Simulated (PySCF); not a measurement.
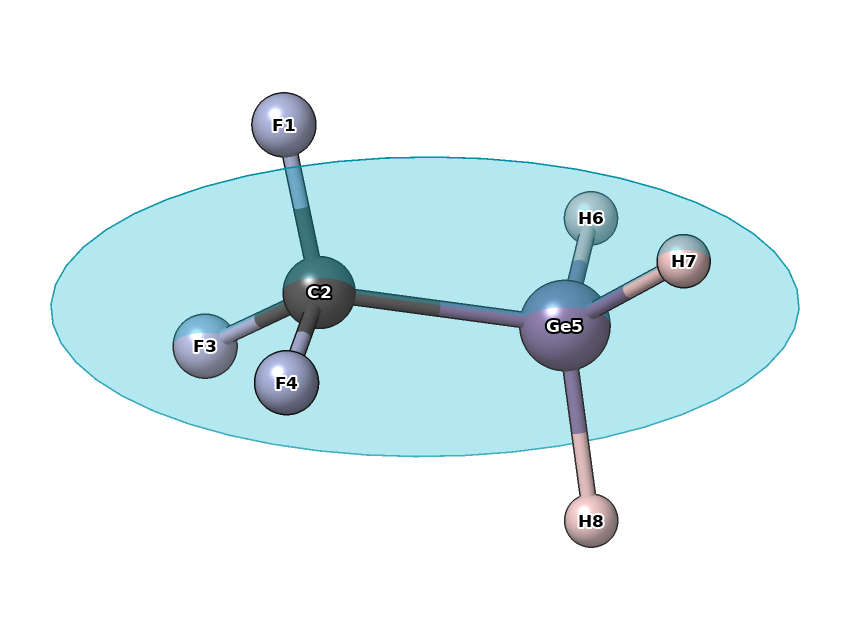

A disc through the centre of mass is drawn in. Distant atoms are faded towards the background colour. The computed structure is the end point of a PBE0-D3(BJ)/def2-SVP optimisation. No frequency run is at hand to confirm it as a minimum.

Is the plane of the disc a mirror plane of the structure?

Answer. Yes. The reflection leaves C2, F3, Ge5, H7 in place and moves F1 ↔ F4; H6 ↔ H8. The point group is C3v.
